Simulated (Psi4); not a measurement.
**GaH3Cl− ([GaClH3]-): MP2/jun-cc-pVTZ (sfX2C, density fitting, density fitting for correlation)**

Aim: the electrostatic solvation energy at fixed shape (C-PCM, toluene) of GaH3Cl− ([GaClH3]-) at MP2/jun-cc-pVTZ (sfX2C, density fitting, density fitting for correlation), from 2 runs. 

The calculation is run with Psi4 1.11.

1 further run of the same task is left out (it didn't finish).

**1. The molecule**

The species is GaH3Cl− (5 atoms), meant as a singlet with charge -1. SMILES: `[H][Ga-]([H])([H])[Cl]`. Geometry: a GFN2-xTB relaxation, a rough one for these elements and not checked as a minimum.

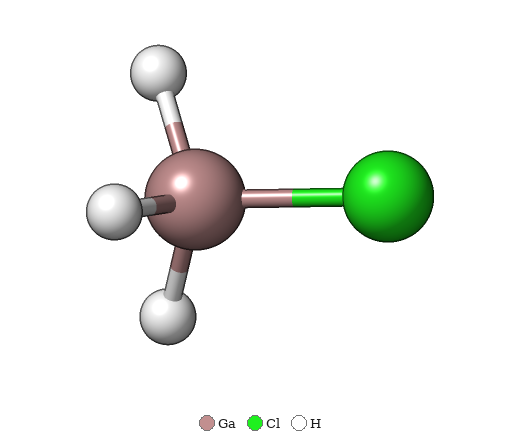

Viewed from a chosen angle; gallium pink, chlorine green, hydrogen white.

**2. The energy at MP2/jun-cc-pVTZ (sfX2C, density fitting, density fitting for correlation)**

Input file input.inp:

```
memory 1.6 GB

molecule {
  -1 1
  Ga
  Cl 1 R2
  H 1 R3 2 A3
  H 1 R4 3 A4 2 D4
  H 1 R5 3 A5 4 D5

  R2 = 2.090704
  R3 = 1.572335
  A3 = 109.80655
  R4 = 1.573493
  A4 = 109.467
  D4 = 119.7369
  R5 = 1.572216
  A5 = 109.72881
  D5 = 120.07457
  symmetry c1
}

set scf_type disk_df
set freeze_core true
set mp2_type df
set relativistic x2c

E, wfn = energy("mp2/jun-cc-pVTZ", return_wfn=True)
```

On the command line:

```sh
$ psi4 input.inp input.out -n 1
```

input.out, shortened:

```text
[...]
  Running in c1 symmetry.
[...]
  Nuclear repulsion =  174.280740640001284
[...]
  Multiplicity = 1
[...]
  Nalpha       = 26
  Nbeta        = 26
[...]
    Number of basis functions: 137
[...]
    WARNING: The X2C and Dirac Hamiltonians have substatially different eigenvalues!
             This is probably caused by the recontraction of the basis set.
[...]
   @DF-RHF iter   1: -2399.37215156631646   -2.63301e+00   1.57952e-02 DIIS/ADIIS
[...]
   @DF-RHF iter  12: -2400.91056618538732   -1.09139e-11   3.19196e-09 DIIS
[...]
    Orbital Energies [Eh]
    ---------------------
    Doubly Occupied:
       1A   -382.769393     2A   -105.002101     3A    -48.986512
       4A    -42.712227     5A    -42.711872     6A    -42.711860
       7A    -10.405106     8A     -7.818416     9A     -7.817364
      10A     -7.817364    11A     -6.321754    12A     -4.315309
      13A     -4.312596    14A     -4.312592    15A     -0.970493
      16A     -0.955061    17A     -0.955057    18A     -0.948896
      19A     -0.948878    20A     -0.866488    21A     -0.420227
      22A     -0.279978    23A     -0.279909    24A     -0.274575
      25A     -0.195352    26A     -0.194621
[...]
  @DF-RHF Final Energy: -2400.91056618538732
   => Energetics <=
    Nuclear Repulsion Energy =            174.2807406400012837
    One-Electron Energy =               -3699.7746098790148608
    Two-Electron Energy =                1124.5833030536261958
    Total Energy =                      -2400.9105661853873244
[...]
 Multipole Moments:
 ------------------------------------------------------------------------------------
     Multipole            Electronic (a.u.)      Nuclear  (a.u.)        Total (a.u.)
 ------------------------------------------------------------------------------------
 L = 1.  Multiply by 2.5417464519 to convert [e a0] to [Debye]
 Dipole X            :          0.0157174           -0.0087960            0.0069214
 Dipole Y            :          0.0251951           -0.0146080            0.0105871
 Dipole Z            :          0.6211786           -0.2748754            0.3463032
 Magnitude           :                                                    0.3465342
[...]
```

Wall time 10 s (1 thread of Intel Xeon Platinum 8259CL at 2.50GHz (Skylake/Cascade Lake), shared host); peak memory 0.85 GiB.

**3. The energy at MP2/jun-cc-pVTZ (sfX2C, density fitting, density fitting for correlation, C-PCM toluene)**

Input file clgah3.xyz:

```xyz
5
ClGaH3
Ga     0.002750    -0.000930    -0.104610
Cl     0.007540    -0.017830     1.986020
H      1.480820     0.011930    -0.640690
H     -0.748550     1.287050    -0.607140
H     -0.742550    -1.280220    -0.633580
```

Input file job.py:

```python
import psi4

psi4.set_memory(1600000000)
psi4.set_num_threads(1)
psi4.set_output_file('psi4.out', False)

with open('clgah3.xyz') as f:
    atoms = ''.join(f.readlines()[2:])
molecule = psi4.geometry('-1 1\n' + atoms + 'symmetry c1')

psi4.set_options(dict(basis='jun-cc-pVTZ', scf_type='disk_df', freeze_core=True, mp2_type='df', relativistic='x2c', pcm=True))
psi4.pcm_helper("""
  Units = Angstrom
  Medium {
    SolverType = CPCM
    Solvent = Toluene
  }
  Cavity {
    Type = GePol
    RadiiSet = UFF
    Scaling = False
    Area = 0.5
    Mode = Implicit
  }
""")

e, wfn = psi4.energy("mp2", molecule=molecule, return_wfn=True)
print(f'total energy {e:.8f} hartree = {e * 27.211386:.5f} eV')
```

On the command line:

```sh
$ python job.py
```

psi4.out, shortened:

```text
[...]
  Running in c1 symmetry.
[...]
  Nuclear repulsion =  174.280749122135518
[...]
  Multiplicity = 1
[...]
  Nalpha       = 26
  Nbeta        = 26
[...]
    Number of basis functions: 137
[...]
    WARNING: The X2C and Dirac Hamiltonians have substatially different eigenvalues!
             This is probably caused by the recontraction of the basis set.
[...]
   @DF-RHF iter   1: -2399.44394692600736   -2.70438e+00   1.57422e-02 DIIS/ADIIS
[...]
   @DF-RHF iter  11: -2400.96125930198741   -4.09273e-11   7.39569e-09 DIIS
[...]
    Orbital Energies [Eh]
    ---------------------
    Doubly Occupied:
       1A   -382.871740     2A   -105.103289     3A    -49.088888
       4A    -42.814603     5A    -42.814246     6A    -42.814233
       7A    -10.506496     8A     -7.919805     9A     -7.918753
      10A     -7.918752    11A     -6.424172    12A     -4.417728
      13A     -4.415031    14A     -4.415025    15A     -1.072906
      16A     -1.057533    17A     -1.057528    18A     -1.051335
      19A     -1.051316    20A     -0.968868    21A     -0.523591
      22A     -0.382963    23A     -0.382899    24A     -0.377113
      25A     -0.299400    26A     -0.298734
[...]
  @DF-RHF Final Energy: -2400.96125930198741
   => Energetics <=
    Nuclear Repulsion Energy =            174.2807491221355178
    One-Electron Energy =               -3699.9773842009435612
    Two-Electron Energy =                1124.7863379132215869
    PCM Polarization Energy =              -0.0509621364012192
    Total Energy =                      -2400.9612593019878659
[...]
 Multipole Moments:
 ------------------------------------------------------------------------------------
     Multipole            Electronic (a.u.)      Nuclear  (a.u.)        Total (a.u.)
 ------------------------------------------------------------------------------------
 L = 1.  Multiply by 2.5417464519 to convert [e a0] to [Debye]
 Dipole X            :          0.0284569           -0.0152881            0.0131688
 Dipole Y            :         -0.0220361            0.0109330           -0.0111031
 Dipole Z            :          0.6326314           -0.2747621            0.3578693
 Magnitude           :                                                    0.3582836
[...]
```

The script printed:

```text
total energy -2401.36167591 hartree = -65344.37949 eV
```

Wall time 28 s (1 thread of Intel Xeon Platinum 8259CL at 2.50GHz (Skylake/Cascade Lake), shared host); peak memory 0.86 GiB.

**4. Summary of results**

Level: MP2/jun-cc-pVTZ (sfX2C, density fitting, density fitting for correlation), 14 core orbitals frozen.

```
                                                             quantity           value
                                              gas phase: total energy  -2401.31133 Eh
                       gas phase: HOMO energy (Hartree–Fock orbitals)        -5.30 eV
                       gas phase: LUMO energy (Hartree–Fock orbitals)         3.92 eV
     gas phase: HOMO–LUMO gap (to an unbound level, set by the basis)         9.21 eV
              gas phase: correlation energy (14 core orbitals frozen)      -400.8 mEh
                                         C-PCM, toluene: total energy  -2401.36168 Eh
                  C-PCM, toluene: HOMO energy (Hartree–Fock orbitals)        -8.13 eV
                  C-PCM, toluene: LUMO energy (Hartree–Fock orbitals)         2.26 eV
C-PCM, toluene: HOMO–LUMO gap (to an unbound level, set by the basis)        10.39 eV
         C-PCM, toluene: correlation energy (14 core orbitals frozen)      -400.4 mEh
                           C-PCM, toluene: solvent term in the energy   -133.8 kJ/mol
                     energy change from gas to solvent at fixed shape       -1.370 eV
```

**Reading.** The solvent model (C-PCM, toluene) lowers the energy by 1.37 eV (−32 kcal/mol) at the same shape. It holds the electrostatic part alone, without cavity or dispersion terms.
